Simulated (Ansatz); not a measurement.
**C4H6F4: how energies converge with the basis set**

How large a basis does C4H6F4 need? Two functionals are run in growing sets.

Method: one geometry, several basis sets; program: Ansatz 0.2.0, Gaussian basis.

Plan: PBE0-D4/def2-SVP; ωB97M-V/def2-SVP; PBE0-D4/def2-QZVPP; ωB97M-V/def2-QZVPP; the functionals' def2-TZVPP values are taken from earlier runs.

**1. The relaxed structure**

The geometry comes from an earlier relaxation with PBE0-D4 in a triple-zeta def2 set; it is a stationary point, not always the lowest conformer.

SMILES `FCC(F)(CF)CF`, 14 atoms, charge 0, spin multiplicity 1.

Atoms are counted from 1 here; the program's logs count them from 0.

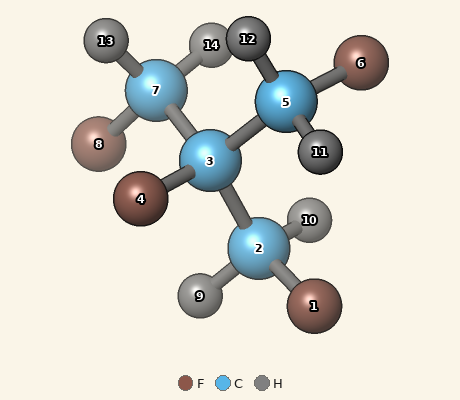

The structure; fluorine brown, carbon blue, hydrogen grey; atoms are numbered from 1 in the order of the file.

Coordinates:

```mol
C4H6F4
  3D, bonds by distance, orders not assigned

 14 13  0  0  0  0  0  0  0  0999 V2000
   -2.0375   -0.0869    1.2122 F   0  0
   -0.8093   -0.6659    0.9871 C   0  0
   -0.2053   -0.1230   -0.2893 C   0  0
   -1.0014   -0.5198   -1.3552 F   0  0
   -0.2130    1.3986   -0.3313 C   0  0
    0.5213    1.8990    0.7229 F   0  0
    1.1966   -0.6471   -0.5028 C   0  0
    1.2627   -2.0033   -0.2700 F   0  0
   -0.9429   -1.7451    0.8994 H   0  0
   -0.1573   -0.4389    1.8348 H   0  0
   -1.2403    1.7565   -0.2515 H   0  0
    0.2311    1.7513   -1.2663 H   0  0
    1.4933   -0.4601   -1.5384 H   0  0
    1.8891   -0.1444    0.1774 H   0  0
  1  2  8  0
  2  3  8  0
  3  4  8  0
  3  5  8  0
  5  6  8  0
  3  7  8  0
  7  8  8  0
  2  9  8  0
  2 10  8  0
  5 11  8  0
  5 12  8  0
  7 13  8  0
  7 14  8  0
M  END
```

**2. PBE0-D4 in def2-SVP**

in.yaml

```yaml
crystal:
  periodic: [false, false, false]
  atoms:
    - {symbol: F, position_ang: [-2.037479, -0.086939, 1.212151]}
    - {symbol: C, position_ang: [-0.809263, -0.665923, 0.987120]}
    - {symbol: C, position_ang: [-0.205304, -0.123049, -0.289250]}
    - {symbol: F, position_ang: [-1.001385, -0.519821, -1.355238]}
    - {symbol: C, position_ang: [-0.213007, 1.398569, -0.331268]}
    - {symbol: F, position_ang: [0.521338, 1.898973, 0.722885]}
    - {symbol: C, position_ang: [1.196555, -0.647060, -0.502760]}
    - {symbol: F, position_ang: [1.262707, -2.003276, -0.270031]}
    - {symbol: H, position_ang: [-0.942857, -1.745127, 0.899427]}
    - {symbol: H, position_ang: [-0.157338, -0.438935, 1.834761]}
    - {symbol: H, position_ang: [-1.240296, 1.756508, -0.251528]}
    - {symbol: H, position_ang: [0.231053, 1.751345, -1.266347]}
    - {symbol: H, position_ang: [1.493313, -0.460088, -1.538433]}
    - {symbol: H, position_ang: [1.889064, -0.144377, 0.177412]}
basis:
  gaussian: {orbitals: def2-SVP}
hamiltonian: {xc: pbe0, dispersion: d4}
output: {orbitals: {seedname: orbitals}}
```

Command:

```bash
> ansatz run in.yaml --threads 2 --pin off --events-out ev --progress --plain --max-ram 32768MiB --backend cpu
```

Further steps of the session: ωB97M-V in def2-SVP; PBE0-D4 in def2-QZVPP; ωB97M-V in def2-QZVPP.

Before running them: what should the planned runs give, taken together? Wanted: PBE0-D4: double and triple zeta above quadruple; ωB97M-V: double and triple zeta above quadruple.

As calculated:

| quantity | value |
| --- | --- |
| PBE0-D4: double and triple zeta above quadruple | 18.76, 0.78 eV |
| ωB97M-V: double and triple zeta above quadruple | 19.24, 0.75 eV |

PBE0-D4 gains 17.98 eV from double to triple zeta, then 0.78 eV more. Total energies overstate the basis error of differences, where much of it tends to cancel. The LUMO of ωB97M-V is positive and keeps falling with the basis (3.53 to 1.86 eV): an unbound level that the basis holds in place.
